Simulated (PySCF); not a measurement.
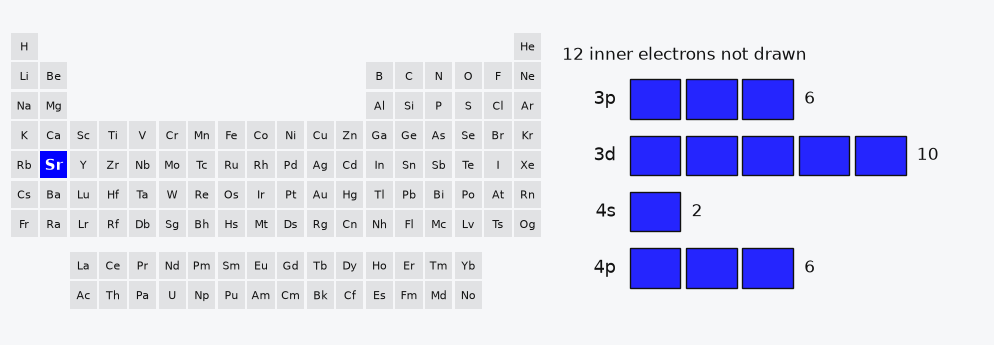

**Figure 1.** Left, the place of strontium in the periodic table; right, the outer shells of the nominal configuration: a box for each of the 2l + 1 orbitals, shaded by the share of the shell that is filled, with the electron count at the right.

# Run report: Sr²⁺, atomic calculation

System: Sr²⁺, configuration 1s2 2s2 2p6 3s2 3p6 3d10 4s2 4p6, multiplicity 1.
Method: unrestricted B3LYP, def2-TZVP with ECP28, scalar-relativistic core potential (PySCF).

**What the run reported**

```tsv
quantity	value
outcome	converged
total energy (valence electrons, under a core potential)	−29.982007 hartree
SCF iterations	5
hardware	1 thread of Arm Neoverse V1, 23 GiB of memory available, shared host
```

**What is odd here**

The input is odd on purpose: grid misses charge; radial grid too coarse. The program ran to the end. Its numbers are those of this setting; this run alone doesn't show how far the oddity moves them.

**Input**
```python
from pyscf import gto, scf, dft, mp, cc
import basis_set_exchange as bse
txt = bse.get_basis("def2-TZVP", elements=["Sr"], fmt="nwchem", header=False)
cut = txt.index("\nECP")
mol = gto.M(atom="Sr 0 0 0", charge=2, spin=0, symmetry="D2h",
            basis=gto.basis.parse(txt[:cut]),
            ecp={"Sr": gto.basis.parse_ecp(txt[cut:])})
mf = dft.UKS(mol, xc="B3LYP")
mf.irrep_nelec = {'Ag': (1, 1), 'B1u': (1, 1), 'B2u': (1, 1), 'B3u': (1, 1)}
mf.kernel()
```

The script is an equivalent of what the driver set up; the driver started from orbitals of its own, so the log can be shorter than this script's would be, and it computed the properties (radii, ⟨L²⟩, response) afterwards. It also set what the script leaves out: hgrid = 0.8. It held the occupations shell by shell, which the script's counts by irreducible representation don't always enforce.

Launched within a batch (the task file carries these settings):
```bash
OMP_NUM_THREADS=1 python <driver script> TASK.json OUT
```

**Log (extracts)**
```
damping factor = 0
level_shift factor = 0
DIIS = <class 'pyscf.scf.diis.CDIIS'>
diis_start_cycle = 1
diis_space = 10
diis_damp = 0
SCF conv_tol = 1e-09
SCF conv_tol_grad = None
number electrons alpha = 4  beta = 4
XC functionals = B3LYP
    P. J. Stephens, F. J. Devlin, C. F. Chabalowski, and M. J. Frisch.,  J. Phys. Chem. 98, 11623 (1994)
cycle= 1 E= -29.9807401261819  delta_E= -0.0199  |g|= 0.0544  |ddm|= 0.69
cycle= 2 E= -29.9818767026076  delta_E= -0.00114  |g|= 0.0181  |ddm|= 0.0952
cycle= 3 E= -29.9820074767466  delta_E= -0.000131  |g|= 0.00019  |ddm|= 0.0264
cycle= 4 E= -29.9820074924254  delta_E= -1.57e-08  |g|= 9.66e-07  |ddm|= 0.000439
cycle= 5 E= -29.982007492426  delta_E= -6.71e-13  |g|= 2.27e-08  |ddm|= 1.95e-06
converged SCF energy = -29.982007492426  <S^2> = -8.8817842e-15  2S+1 = 1
```

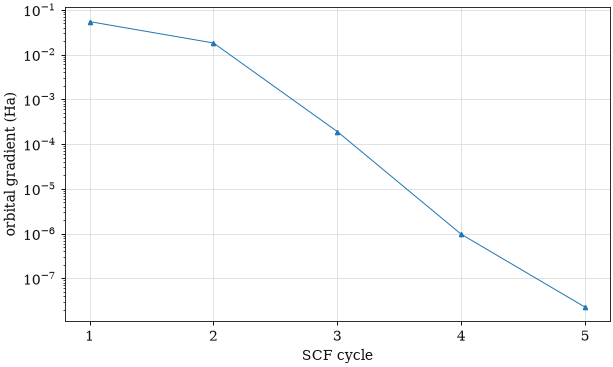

**Figure 2.** Convergence: orbital gradient against the SCF cycle. The residual falls at every step. It goes from 0.054 to 2.3×10⁻⁸ in 5 steps.
